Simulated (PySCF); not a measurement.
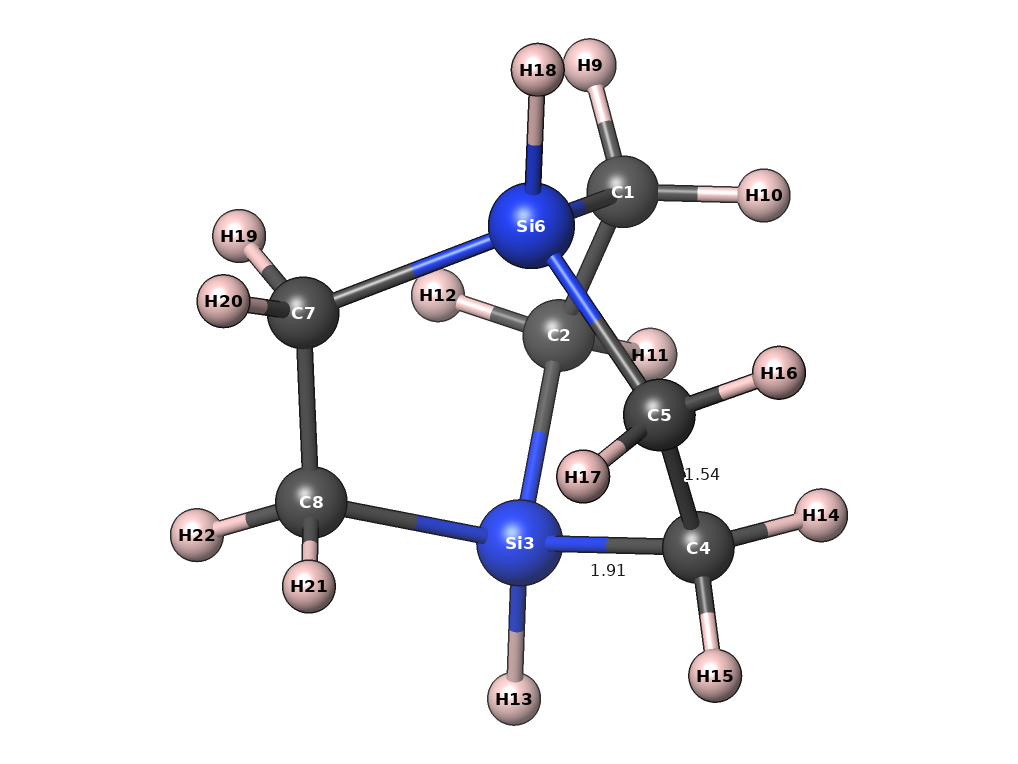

Bond lengths are marked in Å; every bond is drawn as one stick. The computed structure is the end point of a GFN2-xTB optimisation. No frequency run is at hand to confirm it as a minimum.

Assign a bond order to each marked bond.

Answer. Si3–C4 single; C4–C5 single.

Give the structure as SMILES.

Answer. C1C[SiH]2CC[SiH]1CC2
